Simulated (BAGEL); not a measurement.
**SiCl2OF (SMILES [O][Si](F)(Cl)Cl) at UHF/STO-3G (density fitting with qzvpp-jkfit)**

What is the energy change on altering one bond length of SiCl2OF at UHF/STO-3G (density fitting with qzvpp-jkfit)? 

The calculation is run with BAGEL 1.2.2.

5 further runs of the same task are left out: 4 that didn't finish, 1 set aside as unsound or not needed.

### Step 1. The system as given

The species is SiCl2OF (5 atoms), meant as a doublet with charge 0. SMILES: `[O][Si](F)(Cl)Cl`. Geometry: relaxed at PBE0-D4/def2-TZVP.

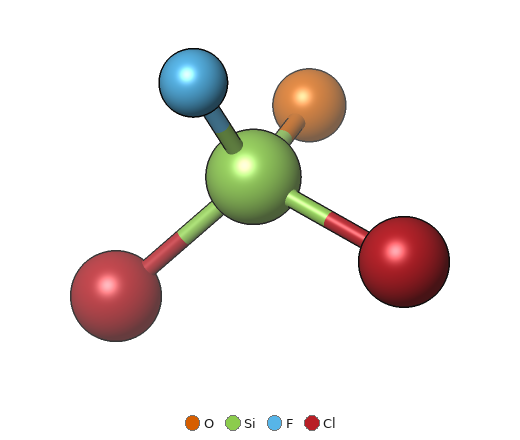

Viewed from a chosen angle; oxygen orange, silicon green, fluorine blue, chlorine red.

### Step 2. A single-point energy at UHF/STO-3G (density fitting with qzvpp-jkfit)

input.json reads:

```json
{ "bagel" : [

{
  "title" : "molecule",
  "basis" : "sto-3g",
  "df_basis" : "qzvpp-jkfit",
  "angstrom" : "true",
  "geometry" : [
    { "atom" : "O", "xyz" : [       1.205200,      -1.120900,       0.351000 ] },
    { "atom" : "Si", "xyz" : [       0.002000,      -0.037300,       0.071900 ] },
    { "atom" : "F", "xyz" : [      -0.944500,       0.175500,       1.311100 ] },
    { "atom" : "Cl", "xyz" : [      -1.088600,      -0.815800,      -1.428500 ] },
    { "atom" : "Cl", "xyz" : [       0.875700,       1.725000,      -0.347000 ] }
  ]
},

{
  "title" : "uhf",
  "nopen" : 1
},

{
  "title" : "print",
  "file" : "orbitals.molden",
  "orbitals" : "true"
}

]}
```

Command:

```console
$ BAGEL_NUM_THREADS=1 BAGEL input.json > input.out
```

Output:

```text
* using 1 threads per process

  ===============================================================
  ===============================================================

  *** Geometry ***

  { "atom" : "O", "xyz" : [      2.277498,     -2.118194,      0.663294 ] },
  { "atom" : "Si", "xyz" : [      0.003779,     -0.070487,      0.135871 ] },
  { "atom" : "F", "xyz" : [     -1.784846,      0.331647,      2.477620 ] },
  { "atom" : "Cl", "xyz" : [     -2.057156,     -1.541639,     -2.699474 ] },
  { "atom" : "Cl", "xyz" : [      1.654833,      3.259778,     -0.655735 ] },

  Number of auxiliary basis functions:      538

  Since a DF basis is specified, we compute 2- and 3-index integrals:
    o Being stored without compression. Storage requirement is 0.006 GB

  Number of basis functions:       37
  Number of electrons      :       65

    * METHOD: MOLECULE                             0.21

  *** Open-shell HF ***

  === Nuclear Repulsion ===
   367.6226267336

      * DIIS with orbital gradients will be used.

  === UHF iteration (sto-3g) ===
      0      -1366.63366603          0.02844165           0.10
      1      -1366.75896962          0.00547037           0.10
      2      -1366.76361716          0.00125521           0.10
      3      -1366.76400767          0.00040590           0.10
      4      -1366.76411301          0.00005430           0.10
      5      -1366.76412575          0.00001724           0.10
      6      -1366.76412995          0.00001233           0.08
      7      -1366.76413180          0.00000989           0.07
      8      -1366.76413209          0.00000671           0.08
      9      -1366.76413222          0.00000639           0.10
     10      -1366.76413243          0.00000630           0.10
     11      -1366.76413256          0.00000621           0.10
     12      -1366.76413263          0.00000610           0.10
     13      -1366.76413326          0.00000531           0.10
     14      -1366.76413477          0.00000299           0.10
     15      -1366.76413519          0.00000190           0.10
     16      -1366.76413541          0.00000091           0.10
     17      -1366.76413541          0.00000048           0.10
     18      -1366.76413541          0.00000032           0.07
     19      -1366.76413542          0.00000009           0.07
     20      -1366.76413542          0.00000003           0.09
     21      -1366.76413542          0.00000002           0.10
     22      -1366.76413542          0.00000001           0.10
    * SCF iteration converged.

    * S^2 (UHF) is 0.7542

    * Permanent dipole moment:
           (    0.004358,     0.214686,    -0.538774) a.u.

    * METHOD: UHF                                  2.24

    * METHOD: PRINT                                0.00

  ===============================================================
```

Wall time 2.6 s (1 thread of Arm Neoverse V2, shared host); peak memory 0.083 GiB.

### Step 3. The distorted shape at the same level

hf.json reads:

```json
{ "bagel" : [

{
  "title" : "molecule",
  "basis" : "sto-3g",
  "df_basis" : "qzvpp-jkfit",
  "angstrom" : "true",
  "geometry" : [
    { "atom" : "O", "xyz" : [       2.513923,      -0.186698,       2.151484 ] },
    { "atom" : "Si", "xyz" : [       1.310723,       0.896902,       1.872384 ] },
    { "atom" : "F", "xyz" : [       0.364223,       1.109702,       3.111584 ] },
    { "atom" : "Cl", "xyz" : [      -1.088600,      -0.815800,      -1.428500 ] },
    { "atom" : "Cl", "xyz" : [       2.184423,       2.659202,       1.453484 ] }
  ]
},

{
  "title" : "uhf",
  "nopen" : 1
},

{
  "title" : "print",
  "file" : "orbitals.molden",
  "orbitals" : "true"
}

]}
```

Command:

```console
$ BAGEL_NUM_THREADS=1 BAGEL hf.json > hf.out
```

Output:

```text
* using 1 threads per process

  ===============================================================
  ===============================================================

  *** Geometry ***

  { "atom" : "O", "xyz" : [      4.750626,     -0.352808,      4.065716 ] },
  { "atom" : "Si", "xyz" : [      2.476907,      1.694899,      3.538293 ] },
  { "atom" : "F", "xyz" : [      0.688282,      2.097033,      5.880042 ] },
  { "atom" : "Cl", "xyz" : [     -2.057156,     -1.541639,     -2.699474 ] },
  { "atom" : "Cl", "xyz" : [      4.127961,      5.025163,      2.746687 ] },

  Number of auxiliary basis functions:      538

  Since a DF basis is specified, we compute 2- and 3-index integrals:
    o Being stored without compression. Storage requirement is 0.006 GB

  Number of basis functions:       37
  Number of electrons      :       65

    * METHOD: MOLECULE                             0.21

  *** Open-shell HF ***

  === Nuclear Repulsion ===
   293.1706977290

      * DIIS with orbital gradients will be used.

  === UHF iteration (sto-3g) ===
      0      -1366.30463544          0.02970401           0.10
      1      -1366.01291830          0.01789173           0.10
      2      -1366.39428429          0.01805982           0.10
      3      -1366.43427269          0.00744982           0.10
      4      -1366.44469318          0.00300912           0.08
      5      -1366.57130718          0.00972712           0.07
      6      -1366.60254030          0.00766813           0.08
      7      -1366.61940787          0.00441571           0.10
      8      -1366.62120558          0.00361158           0.10
      9      -1366.61623177          0.00527878           0.10
     10      -1366.62518574          0.00027527           0.10
     11      -1366.62527018          0.00013608           0.10
     12      -1366.62528785          0.00009527           0.10
     13      -1366.62529510          0.00007280           0.10
     14      -1366.62530204          0.00004631           0.10
     15      -1366.62530418          0.00004160           0.08
     16      -1366.62530673          0.00003889           0.07
     17      -1366.62530847          0.00003776           0.07
     18      -1366.62531385          0.00003426           0.07
     19      -1366.62532618          0.00002470           0.08
     20      -1366.62533421          0.00001414           0.10
     21      -1366.62533540          0.00000956           0.10
     22      -1366.62533567          0.00000672           0.10
     23      -1366.62533575          0.00000385           0.10
     24      -1366.62533576          0.00000220           0.10
     25      -1366.62533576          0.00000174           0.10
     26      -1366.62533577          0.00000158           0.10
[... 36 lines of this table left out ...]
     63      -1366.62533619          0.00000007           0.10
     64      -1366.62533619          0.00000006           0.08
     65      -1366.62533619          0.00000005           0.07
     66      -1366.62533619          0.00000004           0.08
     67      -1366.62533619          0.00000004           0.10
     68      -1366.62533619          0.00000004           0.10
     69      -1366.62533619          0.00000002           0.10
     70      -1366.62533619          0.00000002           0.10
     71      -1366.62533619          0.00000001           0.10
     72      -1366.62533619          0.00000001           0.10
     73      -1366.62533619          0.00000001           0.10
     74      -1366.62533619          0.00000001           0.10
     75      -1366.62533619          0.00000001           0.10
    * SCF iteration converged.

    * S^2 (UHF) is 1.7620

    * Permanent dipole moment:
           (    0.596414,     0.827910,     0.131311) a.u.

    * METHOD: UHF                                  7.15

    * METHOD: PRINT                                0.00

  ===============================================================
```

Wall time 7.8 s (1 thread of Arm Neoverse V2, shared host); peak memory 0.083 GiB.

### Step 4. Results

Level: UHF/STO-3G (density fitting with qzvpp-jkfit).

| quantity | value |
| --- | --- |
| first shape: total energy | -1366.76414 Eh |
| first shape: dipole moment | 1.47 D |
| first shape: ⟨S²⟩ | 0.754 |
| distorted shape: total energy | -1366.62534 Eh |
| distorted shape: dipole moment | 2.61 D |
| distorted shape: ⟨S²⟩ | 1.762 |
| energy change with the Si2–Cl4 bond stretched from 2.012 to 4.426 Å | 3.777 eV |

With the Si2–Cl4 bond stretched from 2.012 to 4.426 Å the energy rises by 3.78 eV (364 kJ/mol). The first shape isn't relaxed at this level, so the change isn't measured from a minimum. The minimal basis adds a large error of its own. ⟨S²⟩ (distorted shape) is 1.76 where a pure doublet has 0.75: the reference is spin-contaminated.
